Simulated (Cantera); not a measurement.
A closed system holds: 1 mol Cu₂O, 7.4 mol H₂, 1.8 mol H₂O, held at 1.00 bar.

Equilibrium computed with Cantera from the NASA thermochemical tables; the gas is ideal and each condensed phase is pure. Candidate condensed phases: Cu, CuO, Cu(OH)₂, Cu₂O, H₂O; 12 gas species. Equilibrium is a limit: real reactors are often held back by kinetics, nucleation or transport.

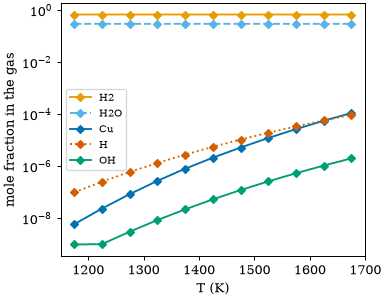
*Equilibrium gas composition (values under 1e-9 drawn at 1e-9)*

### Question
Read off the mole fractions at 1625 K.

### Answer
H₂ about 0.70, H₂O about 0.30, H about 5.9e-5, Cu about 5.7e-5, OH about 1.1e-6.
